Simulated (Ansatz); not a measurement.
# Si2H3Cl (SMILES [SiH2]=[SiH]Cl): single points off equilibrium

The atoms stand at a structure displaced at random from a GFN2-xTB minimum. How far do the functionals agree with CCSD(T) there?

The runs use Ansatz 0.2.0, Gaussian basis; single points in def2-TZVPP.

Correlated methods freeze the cores.

### 1 The starting structure

SMILES `[SiH2]=[SiH]Cl`, 6 atoms, charge 0, spin multiplicity 1.

Atoms are counted from 1 here; the program's logs count them from 0.

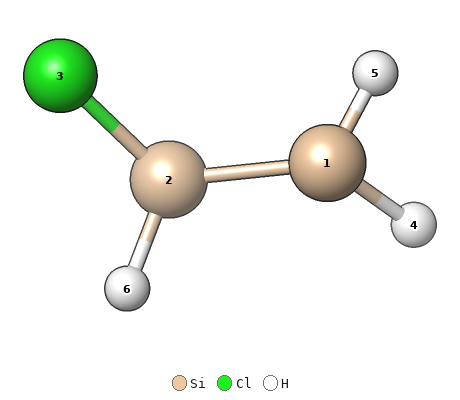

The starting geometry (silicon light orange, chlorine green, hydrogen white); atoms are numbered from 1 in the order of the file.

Coordinates:

```xyz
6
ClH3Si2
Si   -0.36630    0.32580   -1.00590
Si    0.41820   -0.46400    0.81160
Cl    1.93060    0.49690    1.82120
H    -1.83880   -0.20290   -1.51830
H    -0.78690    1.59740   -1.04870
H     0.74510   -1.95450    0.74230
```

### 2 CCSD(T)/def2-TZVPP

The input, run/in.yaml:

```yaml
crystal:
  periodic: [false, false, false]
  atoms:
    - {symbol: Si, position_ang: [-0.366300, 0.325800, -1.005900]}
    - {symbol: Si, position_ang: [0.418200, -0.464000, 0.811600]}
    - {symbol: Cl, position_ang: [1.930600, 0.496900, 1.821200]}
    - {symbol: H, position_ang: [-1.838800, -0.202900, -1.518300]}
    - {symbol: H, position_ang: [-0.786900, 1.597400, -1.048700]}
    - {symbol: H, position_ang: [0.745100, -1.954500, 0.742300]}
basis:
  gaussian: {orbitals: def2-TZVPP}
correlation: {method: ccsd_t}
output: {forces: true}
```

No record of the launch command was kept for these runs.

### 3 PBE0-D4/def2-TZVPP

run/in.yaml: that of step 2 with these lines changed.

```diff
@@ -11,3 +11,3 @@
   gaussian: {orbitals: def2-TZVPP}
-correlation: {method: ccsd_t}
-output: {forces: true}
+hamiltonian: {xc: pbe0, dispersion: d4}
+output: {forces: true, orbitals: {seedname: orbitals}}
```

### 4 wB97M-V/def2-TZVPP

run/in.yaml: that of step 3 with these lines changed.

```diff
@@ -11,3 +11,3 @@
   gaussian: {orbitals: def2-TZVPP}
-hamiltonian: {xc: pbe0, dispersion: d4}
-output: {forces: true, orbitals: {seedname: orbitals}}
+hamiltonian: {xc: {name: wB97M-V}}
+output: {forces: true}
```

### 5 r2SCAN-D4/def2-TZVPP

run/in.yaml: that of step 4 with these lines changed.

```diff
@@ -11,3 +11,3 @@
   gaussian: {orbitals: def2-TZVPP}
-hamiltonian: {xc: {name: wB97M-V}}
+hamiltonian: {xc: r2scan, dispersion: d4}
 output: {forces: true}
```

### 6 PBE-D4/def2-TZVPP

run/in.yaml: that of step 5 with these lines changed.

```diff
@@ -11,3 +11,3 @@
   gaussian: {orbitals: def2-TZVPP}
-hamiltonian: {xc: r2scan, dispersion: d4}
+hamiltonian: {xc: pbe, dispersion: d4}
 output: {forces: true}
```

### 7 r2SCAN0-D4/def2-TZVPP

run/in.yaml: that of step 6 with these lines changed.

```diff
@@ -11,3 +11,3 @@
   gaussian: {orbitals: def2-TZVPP}
-hamiltonian: {xc: pbe, dispersion: d4}
+hamiltonian: {xc: {name: r2SCAN0}, dispersion: d4}
 output: {forces: true}
```

### 8 B97M-V/def2-TZVPP

run/in.yaml: that of step 7 with these lines changed.

```diff
@@ -11,3 +11,3 @@
   gaussian: {orbitals: def2-TZVPP}
-hamiltonian: {xc: {name: r2SCAN0}, dispersion: d4}
+hamiltonian: {xc: {name: B97M-V}}
 output: {forces: true}
```

(Steps that only read results are left out.)

What does the calculation give? Wanted: energy less free atoms, CCSD(T)/def2-TZVPP; RMS force component; RMS force error; HOMO and LUMO, PBE0-D4; T1 diagnostic.

The runs gave:

```
                                  quantity                                                                                             value
energy less free atoms, CCSD(T)/def2-TZVPP                                                                                   -357.9 kcal/mol
                       RMS force component                                                              1.367 to 1.454 eV/Å over the methods
                           RMS force error  PBE0-D4 0.139, wB97M-V 0.157, r2SCAN-D4 0.116, PBE-D4 0.193, r2SCAN0-D4 0.144, B97M-V 0.132 eV/Å
                    HOMO and LUMO, PBE0-D4                                                                                -6.59 and -2.72 eV
                             T1 diagnostic                                                                                             0.017
```

**Reading.** Against CCSD(T) the functionals' energies less atoms differ by -22.2 to -8.1 kcal/mol, PBE-D4 by -15.1 kcal/mol. CCSD(T) in triple zeta still lacks some correlation energy of the bonds, so part of these gaps is its own basis error and they don't rank the functionals. For forces r2SCAN-D4 does best and PBE-D4 worst. Frozen-core CCSD(T) forces in triple zeta carry basis errors of their own, and this is one geometry, so small gaps rank nothing. The restricted Hartree–Fock reference is unstable towards an unrestricted one at one or more of these structures.
